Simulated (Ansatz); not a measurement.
**Profile along the Zn–Zn line in Zn (hcp, Mg type)**

Zn (hcp, Mg type), conventional cell a = 2.6226 Å, b = 2.6226 Å, c = 5.1887 Å, α = 90.00°, β = 90.00°, γ = 120.00°. The calculation uses the primitive cell of 2 atoms, to which meshes and values per cell refer.

Fields along a shortest Zn–Zn line of a (1 -1 0 0) plane (2.62 Å), from Zn to Zn, interpolated on the slice's grid (step about 0.3 Å). These are PBE (plane waves to 420 eV, PAW, scalar-relativistic; Ansatz, a first-principles code) values and carry that method's errors. k mesh 20×20×9. Inside the PAW spheres the values are not all-electron values, and peaks at nuclei hang on which shells count as valence. Zn was relaxed with its symmetry unable to fall.

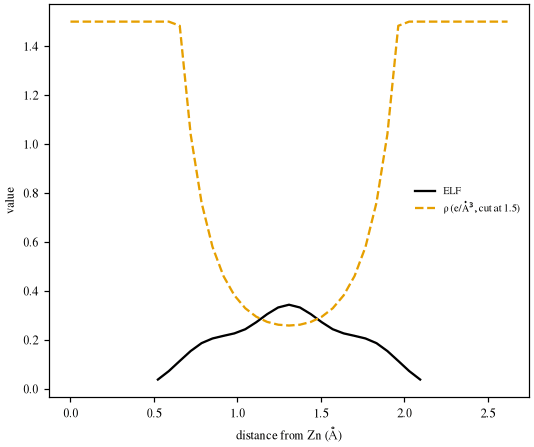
Figure. ELF (away from the nuclei) and valence density from Zn to Zn.

Density on the Zn–Zn line (2.62 Å) at its midpoint: 0.26 e/Å³. ELF at that point: 0.34.
